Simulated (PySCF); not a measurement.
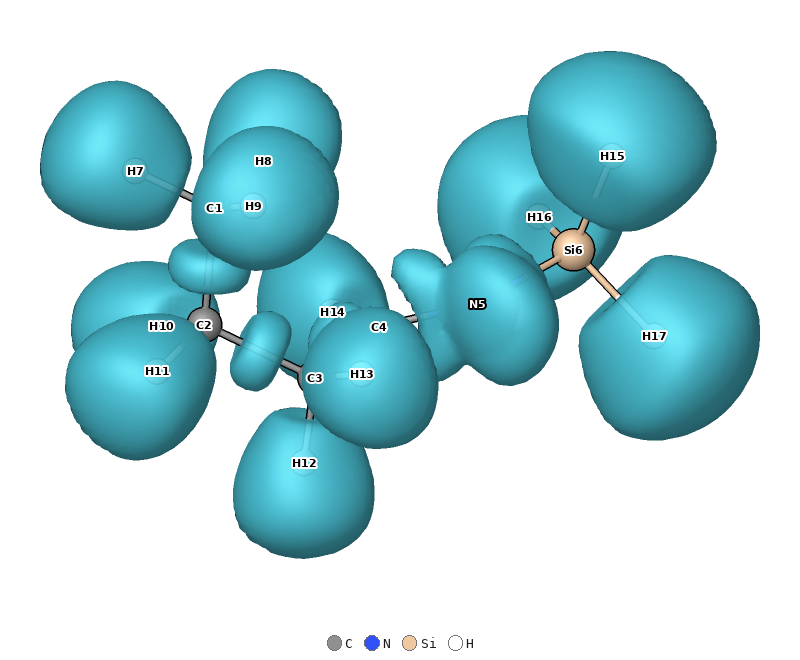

Figure. C4H11NSi. Isosurface of the electron localisation function at 0.75 (cyan), seen at a tilt. Only the valence region is drawn (cores and ρ < 0.01 e/Å³ removed).

Geometry: GFN2-xTB.

Computed with PySCF 2.14.0, CAM-B3LYP/def2-SVPD, SCF density, gas phase.

```yaml
atoms:
  - { symbol: C, position_ang: [-2.0667, 0.8863, 0.1735] }
  - { symbol: C, position_ang: [-1.8804, -0.6113, -0.0363] }
  - { symbol: C, position_ang: [-0.5031, -1.0788, 0.4378] }
  - { symbol: C, position_ang: [0.5988, -0.5072, -0.3937] }
  - { symbol: N, position_ang: [1.6431, -0.0397, 0.1093] }
  - { symbol: Si, position_ang: [3.0906, 0.6408, -0.5127] }
  - { symbol: H, position_ang: [-3.0349, 1.2087, -0.2034] }
  - { symbol: H, position_ang: [-1.2890, 1.4428, -0.3453] }
  - { symbol: H, position_ang: [-2.0100, 1.1309, 1.2317] }
  - { symbol: H, position_ang: [-1.9947, -0.8502, -1.0965] }
  - { symbol: H, position_ang: [-2.6523, -1.1551, 0.5126] }
  - { symbol: H, position_ang: [-0.4460, -2.1686, 0.3497] }
  - { symbol: H, position_ang: [-0.3408, -0.8125, 1.4829] }
  - { symbol: H, position_ang: [0.4172, -0.5464, -1.4789] }
  - { symbol: H, position_ang: [3.1461, 1.9564, 0.1192] }
  - { symbol: H, position_ang: [3.1865, 0.7848, -1.9727] }
  - { symbol: H, position_ang: [4.1287, -0.2690, -0.0343] }
```

> What do the ELF domains correspond to?

At this value the surface marks out three regions between bonded C–C atoms (shared pairs), eleven regions around hydrogen nuclei and one region on N in which the atom's valence shell and bonds are merged. Profiles from the grid: C–N (1.25 Å): the ELF peaks at about 0.90 between the atoms; a multiple bond. C–C (1.49 Å): the ELF peaks at about 0.95 between the atoms, as expected for localised, covalent bonding.
